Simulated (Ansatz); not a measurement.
Electronic density of states of amorphous Si$_{24}$O$_{51}$Mo, density 2.31 g/cm³, on a 2×2×2 Γ-centred mesh with a Gaussian width of 0.1 eV; energies count from the Fermi level, whose place inside the gap is arbitrary. Cell and mesh are small, so fine structure isn't converged. Level of theory: PBE, scalar-relativistic without spin-orbit coupling (plane waves to 420 eV, PAW; Ansatz, a quantum-chemistry and plane-wave program). Sampling: a 2×2×2 Γ-centred mesh; Fermi-Dirac width 0.02 eV; no spin polarisation. At PBE the levels at both edges of the gap are localised (band-tail or defect states), and the nearest spread-out levels lie 5.4 eV apart at the zone centre.

Preparation: random packing, a CHGNet melt and quench, and a DFT relaxation. O atoms were pushed apart under 1.9 Å during the dynamics, to hinder bonds among them. The hot cell started wider than the set density and was brought back towards it in steps. It is the lowest in DFT energy of 2 quenches. It is a model cell: composition and starting density were chosen by hand, and all elements were melted together. No dispersion term was used. Its density started from a set value of 2.30 and ended at 2.31 g/cm³. The simulated quench (nominally 320 K/ps over its main leg) is rapid and tends to freeze in more defects than a deposited or slowly cooled glass has. One small periodic cell is one sample of the glass; other quenches scatter about these values. The volume was free in the relaxation, at fixed shape. Stress components on the final sampling reach 1.3 GPa.

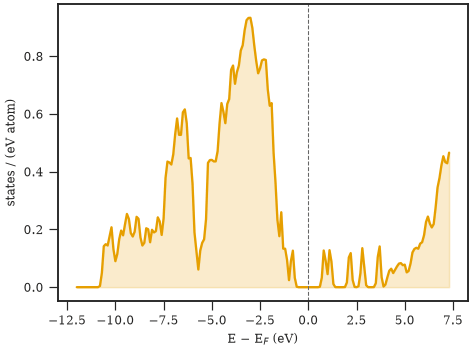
Fig. 1. Density of states per atom

The gap between localised states on this mesh is 1.65 eV; the broadening fills part of it in the curve.
